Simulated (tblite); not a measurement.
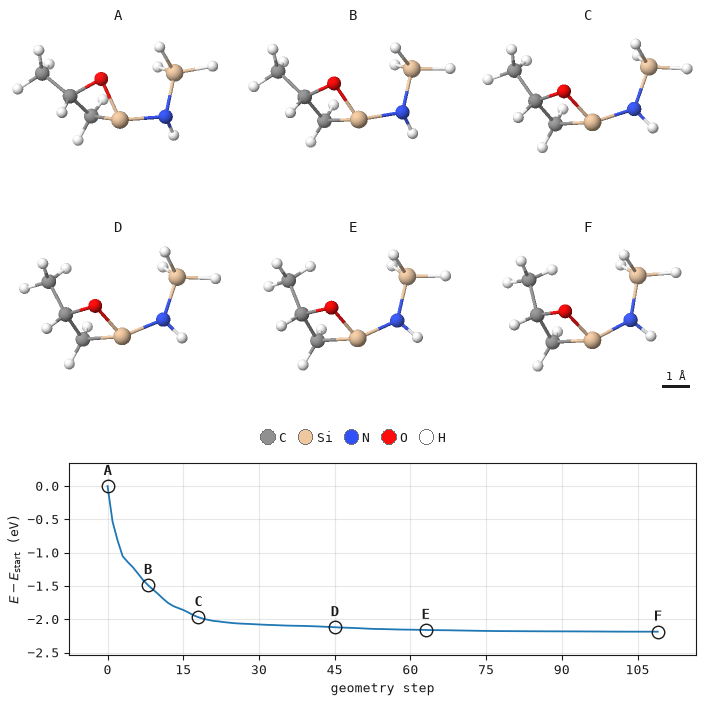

Frames of a relaxation of C3H10NOSi2 (multiplicity 2), marked on the history of the run. The picture is a ball-and-stick view, seen face on.

All numbers below come from tblite, GFN2-xTB geometry optimisation, gas phase. 

> What happens along the run?

The atom that moves furthest after the best rigid fit is an H atom (1.38 Å). By element the largest moves are H 1.38 Å, O 1.04 Å, C 0.67 Å, N 0.53 Å, Si 0.46 Å. Among the contacts that change: C–Si 1.840 → 1.935 Å, O–Si 1.724 → 1.669 Å, N–Si 1.770 → 1.728 Å, N–Si 1.785 → 1.744 Å. Bond angles that change, for instance: Si–N–Si 107.6° → 128.3°, C–C–O 87.1° → 101.0°, C–O–Si 86.5° → 97.2°. After 109 geometry steps the energy has fallen by 2.186 eV. From step 0 to 8: the O atom moves most (0.41 Å), energy −1.486 eV. From step 8 to 18: an H atom moves most (0.46 Å), energy −0.484 eV. From step 18 to 45: an H atom moves most (0.46 Å), energy −0.150 eV. From step 45 to 63: an H atom moves most (0.46 Å), energy −0.041 eV. From step 63 to 109: an H atom moves most (0.36 Å), energy −0.026 eV.
